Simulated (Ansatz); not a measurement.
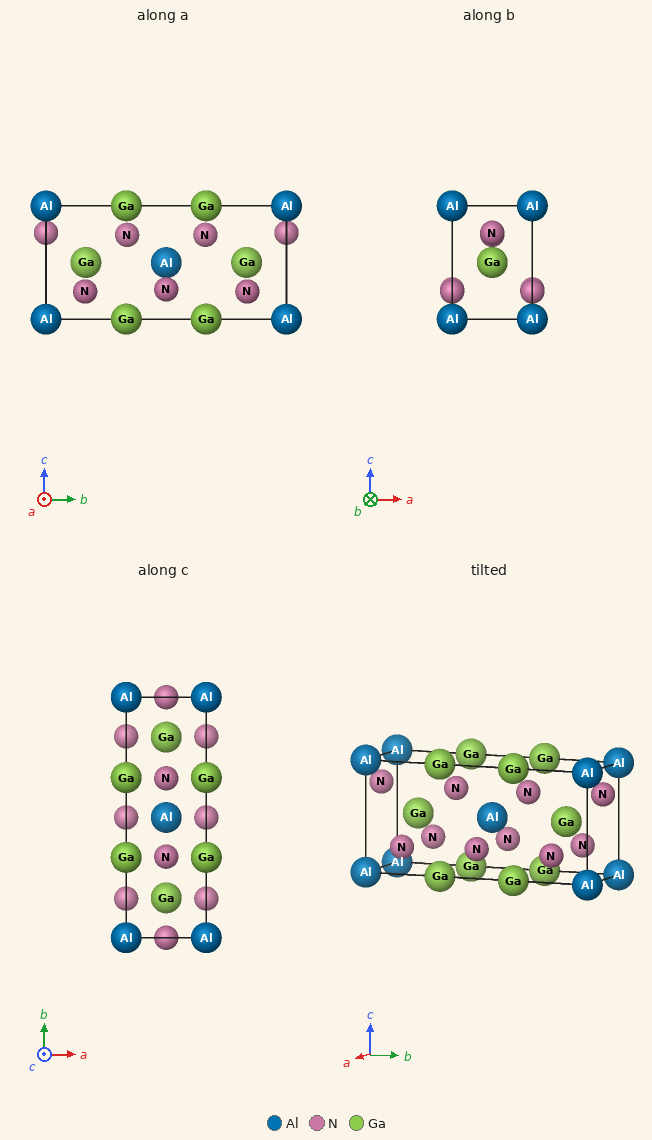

Spheres-only model, viewed along the a axis, along the b axis, along the c axis and slightly off an axis. The wireframe shows the conventional unit cell.

Lattice parameters: a = 3.151 Å, b = 9.453 Å, c = 4.451 Å, α = 90.00°, β = 90.00°, γ = 90.00°. Put a along x and b in the xy plane.

### Reconstruct the structure as a POSCAR file, with free fractional coordinates to two decimals.

```
Al N Ga
1.0
     3.151    0.000    0.000
     0.000    9.453    0.000
     0.000    0.000    4.451
Al N Ga
2 6 4
Direct
  0.00 0.00 0.00
  0.50 0.50 0.50
  0.50 0.00 0.76
  0.00 0.16 0.24
  0.50 0.34 0.74
  0.00 0.50 0.26
  0.50 0.66 0.74
  0.00 0.84 0.24
  0.50 0.17 0.50
  0.00 0.33 0.00
  0.00 0.67 0.00
  0.50 0.83 0.50
```

The structure was taken from a structure type filled with these elements by a generator (whether the compound takes this form wasn't checked). The final geometry of a relaxation with DFT, r2SCAN, plane waves, PAW (Ansatz 0.2.0) is shown.
